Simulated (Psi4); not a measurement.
**Single-point calculation of SiH2ClO**

SiH2ClO, multiplicity 2, computed with SVWN5/def2-SVP, UKS (Psi4 1.11).

The geometry comes from this level: PBE0-D4/def2-TZVP.

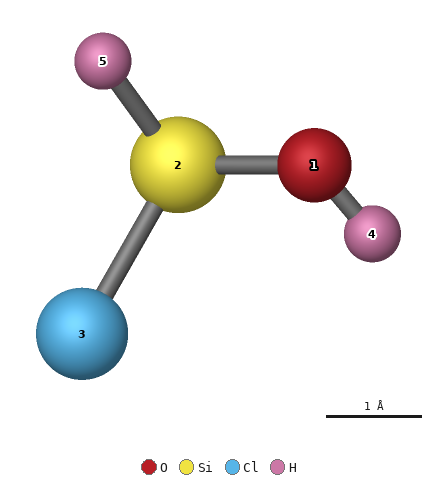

The structure as given in the input (ball-and-stick view, seen at a tilt; atoms are numbered from 1 in the order of the input). Bond lengths as drawn: Cl–Si 2.07 Å, H–O 0.96 Å, H–Si 1.49 Å and O–Si 1.64 Å.

### The input (job.inp)
```
memory 1.6 GB

molecule {
  0 2
  O     -1.52330823    -0.81636169    -1.41068055
  Si    -0.17442172     0.90669059     0.78234662
  Cl     3.03603399    -0.83299128     2.16109080
  H     -1.93526852    -2.53828013    -1.02045211
  H      0.59715346     3.28113147    -0.51230475
  units bohr
  symmetry c1
  no_reorient
  no_com
}

set {
  basis def2-SVP
  reference uks
  puream true
  e_convergence 1e-09
  d_convergence 1e-08
  scf_type pk
  dft_radial_points 99
  dft_spherical_points 590
  maxiter 200
}

E, wfn = energy('scf', dft_functional={"name": "SVWN5", "x_functionals": {"LDA_X": {}}, "c_functionals": {"LDA_C_VWN": {}}}, return_wfn=True)
```

Launched with:
```bash
psi4 -n 1 job.inp job.out
```

### The program's output
```
Psi4 1.11 release

   => Loading Basis Set <=

    Name: DEF2-SVP
    Role: ORBITAL
    Keyword: BASIS

         ---------------------------------------------------------
                                   SCF
                              UKS Reference
                        1 Threads,   1525 MiB Core
         ---------------------------------------------------------

  ==> Geometry <==

    Molecular point group: c1
    Full point group: C1

    Geometry (in Bohr), charge = 0, multiplicity = 2:

       Center              X                  Y                   Z               Mass
    ------------   -----------------  -----------------  -----------------  -----------------
         O           -1.523308230000    -0.816361690000    -1.410680550000    15.994914619570
         SI          -0.174421720000     0.906690590000     0.782346620000    27.976926534650
         CL           3.036033990000    -0.832991280000     2.161090800000    34.968852682000
         H           -1.935268520000    -2.538280130000    -1.020452110000     1.007825032230
         H            0.597153460000     3.281131470000    -0.512304750000     1.007825032230

  Running in c1 symmetry.

  Rotational constants: A =      0.72661  B =      0.10385  C =      0.09348 [cm^-1]
  Rotational constants: A =  21783.17529  B =   3113.29866  C =   2802.33008 [MHz]
  Nuclear repulsion =  141.009385007130675

  Charge       = 0
  Multiplicity = 2
  Electrons    = 41
  Nalpha       = 21
  Nbeta        = 20

  ==> Algorithm <==

  SCF Algorithm Type is PK.
  DIIS enabled.
  MOM disabled.
  Fractional occupation disabled.
  Guess Type is SAD.
  Energy threshold   = 1.00e-09
  Density threshold  = 1.00e-08
  Integral threshold = 1.00e-12

  ==> Primary Basis <==

  Basis Set: DEF2-SVP
    Blend: DEF2-SVP
    Number of shells: 28
    Number of basis functions: 60
    Number of Cartesian functions: 63
    Spherical Harmonics?: true
    Max angular momentum: 2

  ==> DFT Potential <==

   => LibXC <=

    Version 7.1.2

   => Composite Functional: SVWN5 <=

    Slater exchange
    Vosko, Wilk & Nusair (VWN5)

    Deriv               =              1
    GGA                 =          FALSE
    Meta                =          FALSE

    Exchange Hybrid     =          FALSE
    MP2 Hybrid          =          FALSE

   => Exchange Functionals <=

    1.0000         XC_LDA_X

   => Correlation Functionals <=

    1.0000     XC_LDA_C_VWN

   => LibXC Density Thresholds  <==

    XC_LDA_C_VWN:  1.00E-15
    XC_LDA_X:  1.00E-15

   => Molecular Quadrature <=

    Radial Scheme          =       TREUTLER
    Pruning Scheme         =           NONE
    Nuclear Scheme         =       TREUTLER

    Blocking Scheme        =         OCTREE
    BS radius alpha        =              1
    Pruning alpha          =              1
    Radial Points          =             99
    Spherical Points       =            590
    Total Points           =         277133
    Total Blocks           =           2056
    Max Points             =            256
    Max Functions          =             58
    Weights Tolerance      =       1.00E-15

  ==> Integral Setup <==

  Using in-core PK algorithm.
   Calculation information:
      Number of atoms:                   5
      Number of AO shells:              28
      Number of primitives:             58
      Number of atomic orbitals:        63
      Number of basis functions:        60

      Integral cutoff                 1.00e-12
      Number of threads:                 1

  Performing in-core PK
  Using 3350730 doubles for integral storage.
  We computed 76280 shell quartets total.
  Whereas there are 82621 unique shell quartets.

  ==> DiskJK: Disk-Based J/K Matrices <==

    J tasked:                  Yes
    K tasked:                   No
    wK tasked:                  No
    Memory [MiB]:             1046
    Schwarz Cutoff:          1E-12

  Cached 100.0% of DFT collocation blocks in 0.096 [GiB].

  Minimum eigenvalue in the overlap matrix is 2.1203645856E-02.
  Reciprocal condition number of the overlap matrix is 5.3603896394E-03.
    Using symmetric orthogonalization.

  ==> Pre-Iterations <==

  SCF Guess: Superposition of Atomic Densities via on-the-fly atomic UHF (no occupation information).

   -------------------------
    Irrep   Nso     Nmo
   -------------------------
     A         60      60
   -------------------------
    Total      60      60
   -------------------------

  ==> Iterations <==

                        Total Energy        Delta E     RMS |[F,P]|

   @UKS iter SAD:  -822.45673493992319   -8.22457e+02   0.00000e+00
   @UKS iter   1:  -822.46397907075448   -7.24413e-03   1.19829e-02 ADIIS/DIIS
   @UKS iter   2:  -821.00478169475275    1.45920e+00   3.07223e-02 ADIIS/DIIS
   @UKS iter   3:  -822.65115597818556   -1.64637e+00   3.09025e-03 ADIIS/DIIS
   @UKS iter   4:  -822.66841839646190   -1.72624e-02   1.15846e-03 ADIIS/DIIS
   @UKS iter   5:  -822.67094713944016   -2.52874e-03   2.16315e-04 ADIIS/DIIS
   @UKS iter   6:  -822.67104978810744   -1.02649e-04   5.60403e-05 DIIS
   @UKS iter   7:  -822.67105548879340   -5.70069e-06   1.38747e-05 DIIS
   @UKS iter   8:  -822.67105579787722   -3.09084e-07   5.03156e-06 DIIS
   @UKS iter   9:  -822.67105584874525   -5.08680e-08   1.37643e-06 DIIS
   @UKS iter  10:  -822.67105585324998   -4.50473e-09   2.89905e-07 DIIS
   @UKS iter  11:  -822.67105585343597   -1.85992e-10   4.75122e-08 DIIS
   @UKS iter  12:  -822.67105585344257   -6.59384e-12   1.21952e-08 DIIS
   @UKS iter  13:  -822.67105585344200    5.68434e-13   3.36616e-09 DIIS
  Energy and wave function converged.

  ==> Post-Iterations <==

   Electrons on quadrature grid:
      Nalpha   =   21.0000005263 ; deviation = 5.263e-07
      Nbeta    =   20.0000005442 ; deviation = 5.442e-07
      Ntotal   =   41.0000010705 ; deviation = 1.070e-06

   @Spin Contamination Metric:   8.098161955E-04
   @S^2 Expected:                7.500000000E-01
   @S^2 Observed:                7.508098162E-01
   @S   Expected:                5.000000000E-01
   @S   Observed:                5.000000000E-01

    Orbital Energies [Eh]
    ---------------------

    Alpha Occupied:

       1A   -100.268009     2A    -65.151817     3A    -18.631883
       4A     -9.132618     5A     -6.996352     6A     -6.989622
       7A     -6.989285     8A     -5.069180     9A     -3.515254
      10A     -3.514196    11A     -3.511857    12A     -0.922151
      13A     -0.750730    14A     -0.530484    15A     -0.424474
      16A     -0.365692    17A     -0.343204    18A     -0.323250
      19A     -0.291745    20A     -0.286117    21A     -0.175502

    Alpha Virtual:

      22A     -0.012976    23A      0.004137    24A      0.044185
      25A      0.068809    26A      0.142376    27A      0.269031
      28A      0.316897    29A      0.341885    30A      0.361319
      31A      0.376919    32A      0.440795    33A      0.463247
      34A      0.564570    35A      0.575652    36A      0.611824
      37A      0.698274    38A      0.719549    39A      0.738507
      40A      0.750289    41A      0.800941    42A      0.872173
      43A      0.888258    44A      0.898422    45A      0.926497
      46A      0.963342    47A      1.069138    48A      1.167058
      49A      1.276004    50A      1.380426    51A      1.484068
      52A      1.528637    53A      1.632502    54A      2.007255
      55A      2.129507    56A      2.590148    57A      2.754909
      58A      2.841754    59A      3.029069    60A      3.559026

    Beta Occupied:

       1A   -100.267209     2A    -65.149091     3A    -18.628610
       4A     -9.131722     5A     -6.995092     6A     -6.988641
       7A     -6.988277     8A     -5.065761     9A     -3.512291
      10A     -3.509582    11A     -3.507321    12A     -0.916535
      13A     -0.746623    14A     -0.524546    15A     -0.415658
      16A     -0.357226    17A     -0.331394    18A     -0.316475
      19A     -0.286347    20A     -0.283162

    Beta Virtual:

      21A     -0.132653    22A     -0.002089    23A      0.017832
      24A      0.058255    25A      0.076801    26A      0.152315
      27A      0.276983    28A      0.343399    29A      0.358322
      30A      0.375539    31A      0.390839    32A      0.467392
      33A      0.481610    34A      0.577826    35A      0.580323
      36A      0.623649    37A      0.704247    38A      0.724415
      39A      0.741314    40A      0.757364    41A      0.811792
      42A      0.880500    43A      0.896758    44A      0.902079
      45A      0.933300    46A      0.971295    47A      1.073252
      48A      1.172357    49A      1.282310    50A      1.382903
      51A      1.495062    52A      1.542049    53A      1.638266
      54A      2.021953    55A      2.132926    56A      2.598300
      57A      2.761887    58A      2.846775    59A      3.035166
      60A      3.562518

    Final Occupation by Irrep:
              A
    DOCC [    20 ]
    SOCC [     1 ]
    NA   [    21 ]
    NB   [    20 ]

  @UKS Final Energy:  -822.67105585344200

   => Energetics <=

    Nuclear Repulsion Energy =            141.0093850071306747
    One-Electron Energy =               -1421.7002210968896634
    Two-Electron Energy =                 513.3230661726166772
    DFT Exchange-Correlation Energy =     -55.3032859362997797
    Empirical Dispersion Energy =           0.0000000000000000
    VV10 Nonlocal Energy =                  0.0000000000000000
    Total Energy =                       -822.6710558534419988

  UHF NO Occupations:
  HONO-2 :   19  A 1.9999188
  HONO-1 :   20  A 1.9997813
  HONO-0 :   21  A 1.0000000
  LUNO+0 :   22  A 0.0002187
  LUNO+1 :   23  A 0.0000812
  LUNO+2 :   24  A 0.0000681
  LUNO+3 :   25  A 0.0000158

Computation Completed

Properties will be evaluated at   0.000000,   0.000000,   0.000000 [a0]

Properties computed using the SCF density matrix

 Multipole Moments:

 ------------------------------------------------------------------------------------
     Multipole            Electronic (a.u.)      Nuclear  (a.u.)        Total (a.u.)
 ------------------------------------------------------------------------------------

 L = 1.  Multiply by 2.5417464519 to convert [e a0] to [Debye]
 Dipole X            :        -36.0487099           35.6460928           -0.4026170
 Dipole Y            :          6.9143260           -7.2552257           -0.3408997
 Dipole Z            :        -34.8834368           34.8731950           -0.0102418
 Magnitude           :                                                    0.5276532

 ------------------------------------------------------------------------------------

	total time  =          9 seconds =       0.15 minutes

    Psi4 run time: 0:00:08.51
```

### Summary

| quantity | value |
| --- | --- |
| outcome | converged |
| total energy | −822.671056 hartree |
| basis functions | 60 |
| ⟨S²⟩ | 0.751 |
| dipole moment | 1.34 D |
| hardware | 1 thread of Intel Xeon @ 2.50GHz (Skylake/Cascade Lake), 64 GiB of memory available, shared host |
| wall time | 9.9 s |
| peak memory | 0.34 GiB |
